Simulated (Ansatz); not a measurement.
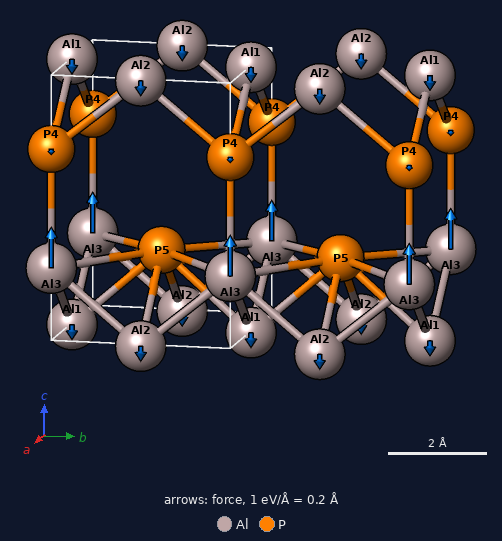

Starting geometry of a crystal of Al₃P₂ (a generated structure, set up in P4mm) (coarse preliminary run) with the computed forces as blue arrows. The picture is a ball-and-stick view of the cell of the calculation, repeated 1 × 2 × 1 with one cell outlined, seen slightly off an axis.

All numbers below come from DFT PBE, scalar-relativistic, plane waves, PAW (Ansatz). Set-up: plane-wave cutoff 420 eV; k-point mesh 4 × 4 × 4; occupations gaussian; smearing width 0.1 eV; no spin polarisation; cell and atoms relaxed; force threshold 0.04 eV/Å; at most 70 steps.

Is this structure relaxed? If not, where do the atoms go?

It isn't relaxed: the largest force vector, on Al3, is 4.40 eV/Å. The final displacements follow the starting forces only in part (cosine between the two patterns 0.66). Over 5 accepted moves (6 points after the start) the energy falls by 292 meV per atom. Largest force component: 4.4 eV/Å at the start, 0.024 eV/Å at the end. Pressure: 17.36 GPa at the start and 0.27 GPa at the end. The SCF was repeated once at an unchanged geometry on a basis and grid sized afresh for the cell, which shifted the energy by 3.6 meV per atom at most. The atom that moves furthest relative to the cell is P5 (0.37 Å along −c). Largest moves by element: P 0.37 Å, Al 0.36 Å. Cell: a = b 3.772 → 4.051 Å (+7.4 %), c 5.556 → 5.985 Å (+7.7 %). Volume +24.2 %. Among the contacts that change: Al1–Al3 2.440 → 2.912 Å, Al3–P5 2.669 → 2.932 Å, Al1–P4 2.418 → 2.471 Å, Al3–P4 2.495 → 2.477 Å. Among the angles between lasting bonds that change: P5–Al1–P5 97.8° → 108.1°, Al1–P5–Al1 97.8° → 108.1°, P4–Al1–P4 102.5° → 110.1°. The space group stays P4mm (No. 99).

Limits of the set-up: the k-point mesh is coarse for a cell with partly filled bands.
